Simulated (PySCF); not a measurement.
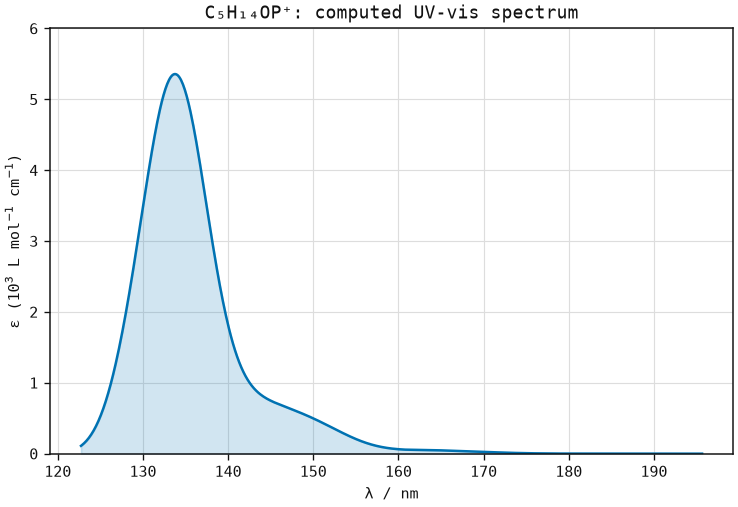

Computed absorption of C₅H₁₄OP⁺, SMILES C[PH+](C)CCCO. Vertical TDDFT excitations, CAM-B3LYP/def2-SVPD, PySCF 2.14.0, at a PBE0-D3(BJ)/def2-SVP geometry (no frequency check), gas phase. The lowest 10 singlet states are shown; each is broadened by a Gaussian of 1/e half-width 0.33 eV.

Which of the computed transitions is the brightest, and what character does the calculation give it?

S7 at 9.33 eV (133 nm), f = 0.036, mixed, the largest part being HOMO → LUMO+5 (45 %).

List the transitions behind the spectrum.

```
state  E (eV)  λ (nm)      f          main character
   S1    7.54     165  0.001      HOMO → LUMO (42 %)
   S2    8.25     150  0.007    HOMO → LUMO+1 (40 %)
   S3    8.61     144  0.009    HOMO → LUMO+2 (62 %)
   S4    8.73     142  0.002    HOMO → LUMO+4 (30 %)
   S5    9.16     135  0.033    HOMO−1 → LUMO (40 %)
   S6    9.22     135  0.035    HOMO−1 → LUMO (25 %)
   S7    9.33     133  0.036    HOMO → LUMO+5 (45 %)
   S8    9.55     130  0.009    HOMO−2 → LUMO (64 %)
   S9    9.57     130  0.004    HOMO → LUMO+7 (31 %)
  S10    9.60     129  0.013  HOMO−1 → LUMO+1 (39 %)
```

Note: one conformer of a flexible molecule; core orbitals are frozen in the response.
